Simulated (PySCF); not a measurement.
Input file:

```
{"job": {"kind": "uv", "xc": "CAM-B3LYP", "basis": "def2-SVPD", "nstates": 8, "ntriplets": 3}, "charge": 0, "multiplicity": 1}
N     -3.485010     1.384944     0.038321
C     -2.348149     1.321676    -0.074332
C     -0.923151     1.215520    -0.206702
C     -0.287298     0.658858     1.092596
Si     0.029332    -1.028642     0.244211
C      1.860972    -1.586478     0.199895
O      2.264075    -2.691681     0.449930
O      2.673493    -0.582496    -0.142600
C     -0.538513     0.091214    -1.201819
H     -0.532626     2.195932    -0.491428
H     -0.968610     0.670804     1.940179
H      0.601895     1.220242     1.372241
H     -0.823358    -2.154683     0.611283
H      3.604140    -0.867045    -0.159102
H     -1.378802    -0.254388    -1.799397
H      0.244011     0.415168    -1.884688
```

Launched as:

```sh
OMP_NUM_THREADS=1 python probes_run.py task.json out
```

Geometry: GFN2-xTB.

The calculation used PySCF 2.14.0, CAM-B3LYP/def2-SVPD, SCF density, gas phase.

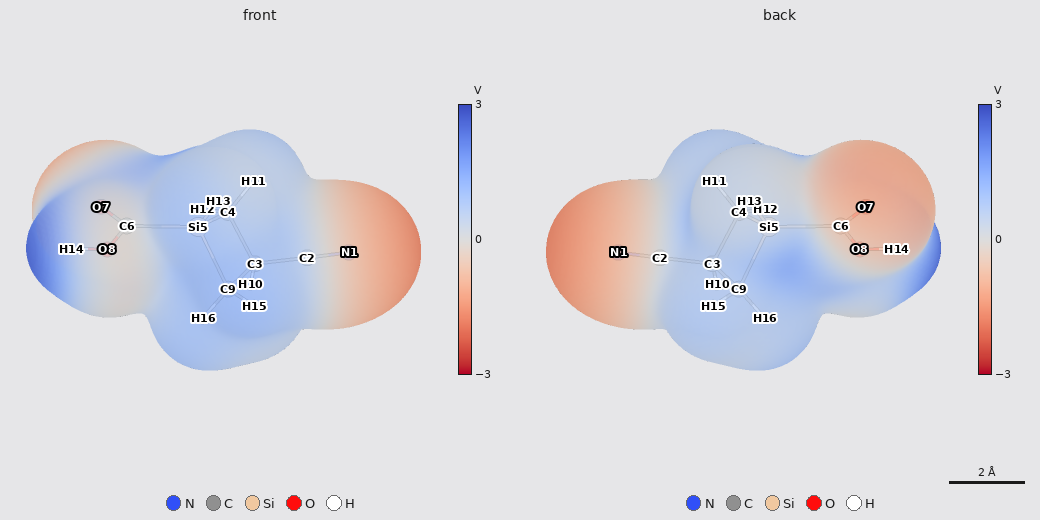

C5H7NO2Si. The electrostatic potential painted on the density surface at 0.001 e/bohr³, seen from the front and from behind; the colour scale runs from red (negative) to blue (positive).

Question: Describe the electrostatic potential map.

Answer: The most negative region (about −1.6 V, or −37 kcal/mol for a unit charge) lies over N1, the most positive (about +2.4 V, or +55 kcal/mol for a unit charge) over H14. N1 is the likeliest acceptor of a hydrogen bond.

Question: How polar is the molecule by this calculation?

Answer: Its dipole moment is 4.17 D.
